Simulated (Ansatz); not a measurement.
**CH₅Cl₂HfNO: basis-set convergence**

Aim: see how fast density functionals converge with the basis set for CH₅Cl₂HfNO.

Method: one geometry, several basis sets; program: Ansatz 0.2.0, Gaussian basis.

Plan: PBE0-D4/def2-SVP; ωB97M-V/def2-SVP; PBE0-D4/def2-QZVPP; ωB97M-V/def2-QZVPP; the functionals' def2-TZVPP values are taken from earlier runs.

**1. The geometry**

An earlier PBE0-D4 in a triple-zeta def2 set relaxation fixed the geometry. Hf takes the def2 core potential; no spin-orbit term is included.

11 atoms, charge 0, spin multiplicity 1.

Atoms are counted from 1 here; the program's logs count them from 0.

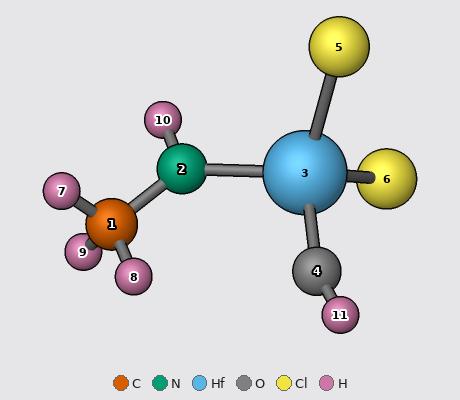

The structure; carbon orange, nitrogen teal, hafnium blue, oxygen grey, chlorine yellow, hydrogen pink; atoms are numbered from 1 in the order of the file.

**2. PBE0-D4 in def2-SVP**

File in.yaml:

```yaml
crystal:
  periodic: [false, false, false]
  atoms:
    - {symbol: C, position_ang: [0.591768, -0.621146, 1.535745]}
    - {symbol: N, position_ang: [0.645153, 0.416976, 0.524823]}
    - {symbol: Hf, position_ang: [-0.341385, 0.657813, -1.201109]}
    - {symbol: O, position_ang: [-1.491491, -0.850385, -1.331565]}
    - {symbol: Cl, position_ang: [1.233963, 0.760261, -2.961933]}
    - {symbol: Cl, position_ang: [-1.525126, 2.703313, -1.113636]}
    - {symbol: H, position_ang: [1.558412, -1.122257, 1.657911]}
    - {symbol: H, position_ang: [-0.138138, -1.379941, 1.247572]}
    - {symbol: H, position_ang: [0.289102, -0.225503, 2.511585]}
    - {symbol: H, position_ang: [1.318376, 1.133670, 0.776179]}
    - {symbol: H, position_ang: [-2.140624, -1.472801, -1.645563]}
basis:
  gaussian: {orbitals: def2-SVP}
hamiltonian: {xc: pbe0, dispersion: d4}
output: {orbitals: {seedname: orbitals}}
```

On the command line:

```bash
> ansatz run in.yaml --threads 2 --pin off --events-out ev --progress --plain --max-ram 32768MiB --backend cpu
```

After this run come: ωB97M-V in def2-SVP; PBE0-D4 in def2-QZVPP; ωB97M-V in def2-QZVPP.

**Question.** What will the summary of the whole plan be? Wanted: PBE0-D4: double and triple zeta above quadruple; ωB97M-V: double and triple zeta above quadruple.

As calculated:

| quantity | value |
| --- | --- |
| PBE0-D4: double and triple zeta above quadruple | 15.41, 1.01 eV |
| ωB97M-V: double and triple zeta above quadruple | 15.48, 0.96 eV |

In words: For PBE0-D4 the step from double to triple zeta gains 14.40 eV and the next only 1.01 eV. These are total energies; as a rule much of such shifts cancels in differences, which this series doesn't test. The LUMO of ωB97M-V is positive and keeps falling with the basis (1.22 to 0.48 eV): an unbound level that the basis holds in place.
